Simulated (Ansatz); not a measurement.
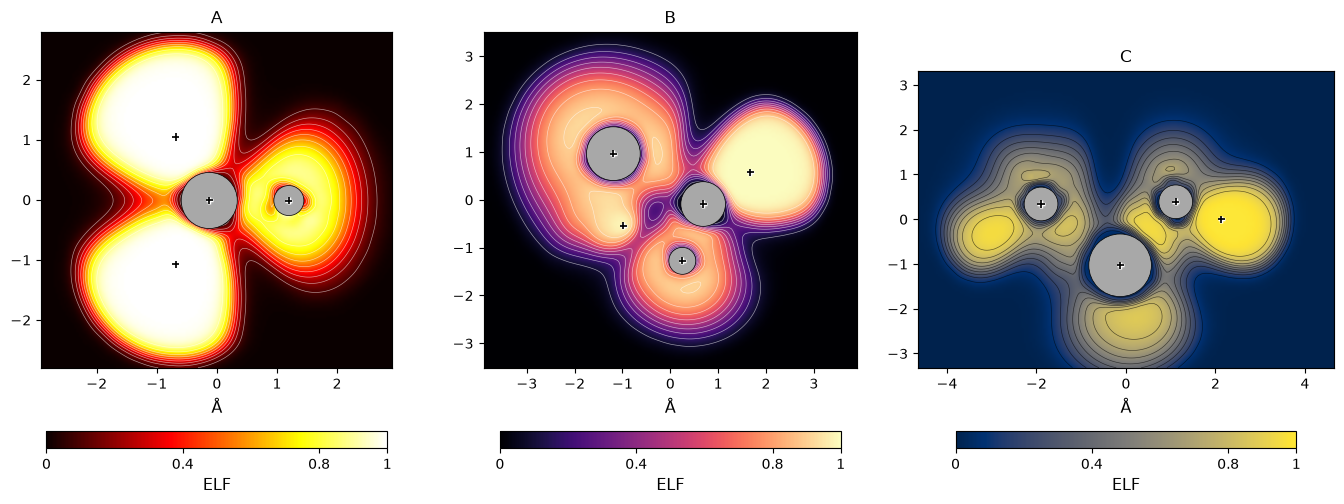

The electron localisation function of 3 systems, each on a plane through atoms (crosses mark nuclei in the plane; grey discs cover the cores).

All numbers below come from RKS PBE0-D4/def2-TZVPP in Ansatz 0.2.0.

System 1: CH5Si···CH3, the plane of atoms Si1, C5 and H10. A transition-state structure; geometry: PBE0-D4/def2-TZVP.

```xyz
11

Si   -1.1546    0.2093   -0.2434
C     0.4237   -1.3803   -0.2096
H    -0.6021   -0.8637   -1.1676
H    -1.6955   -0.4149    0.9985
C     0.0610    1.5847    0.1942
H    -0.0013   -2.3662   -0.0349
H     1.1420   -1.4025   -1.0290
H     0.9076   -0.9995    0.6881
H     0.7744    1.7176   -0.6230
H    -0.4718    2.5312    0.3130
H     0.6166    1.3842    1.1138
```

System 2: BFH2···HCl, the plane of atoms H4, B1 and F6. The product side of a reaction path; geometry: PBE0-D4/def2-TZVP.

```xyz
6

B    -0.3523    0.7300   -0.5493
Cl    1.0177   -1.7028    0.4608
H     0.6892    1.2259   -0.8664
H    -1.0415    0.0797   -1.2796
H     0.5006   -1.3214    1.5689
F    -0.8137    0.9886    0.6656
```

System 3: BHO···H2S, the plane of atoms O3, B1 and H5. A transition-state structure; geometry: PBE0-D4/def2-TZVP.

```xyz
6

B    -0.3578    0.7278   -0.3157
S     1.1470   -0.5696    0.5117
O    -0.8256   -0.0460   -1.2011
H     0.1801   -0.8878   -0.6156
H    -0.4504    1.8093    0.1679
H     0.3068   -1.0335    1.4528
```

Q: Match each panel to its system.

A: Panel A is system 2, BFH2···HCl: the plane holds B, H and F. B–F (1.33 Å): the ELF peaks at about 0.85 between the atoms: a polar covalent bond. Panel B is system 3, BHO···H2S: the plane holds B, S, O and H. O3···H4 (1.44 Å): the ELF climbs to about 0.90 towards the hydrogen, as it does in any bond to H. Panel C is system 1, CH5Si···CH3: the plane holds Si, C and H. C–Si (1.89 Å): the ELF peaks at about 0.95 between the atoms; a shared electron pair.
